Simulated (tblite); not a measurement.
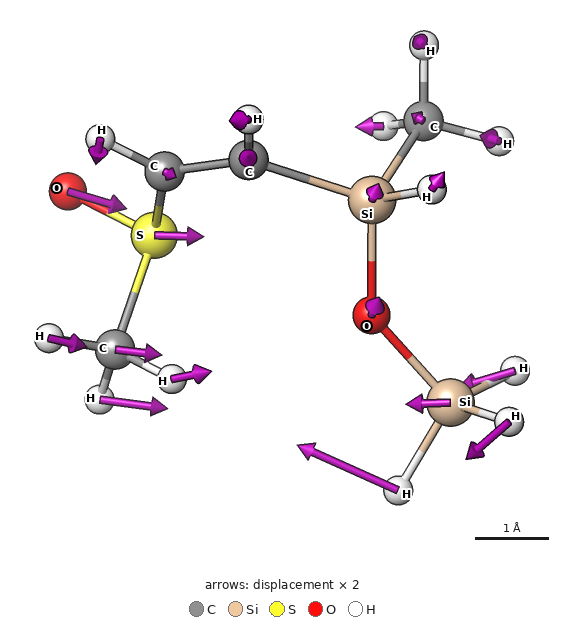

A relaxation of C$_{4}$H$_{12}$O$_{2}$SSi$_{2}$. The starting structure is drawn; purple arrows show the displacements, 2 times their true length. The two geometries are superimposed by the best rigid fit.

Style: ball-and-stick. Shown face on.

These are results of GFN2-xTB geometry optimisation, gas phase in tblite 0.8.0, not measurements. 

### Describe the change and its energy.

The atom that moves furthest after the best rigid fit is an H atom (0.77 Å). Largest moves by element: H 0.77 Å, O 0.44 Å, S 0.35 Å, C 0.33 Å, Si 0.32 Å. Among the contacts that change: S–Si 3.524 → 3.340 Å, C–Si 1.848 → 1.889 Å, O–Si 1.662 → 1.625 Å, C–S 1.819 → 1.850 Å. Bond angles that change, for instance: Si–O–Si 138.6° → 152.5°, Si–C–C 131.9° → 124.6°, Si–C–H 110.6° → 117.0°. Over 97 geometry steps the energy falls by 6.20 kcal/mol.
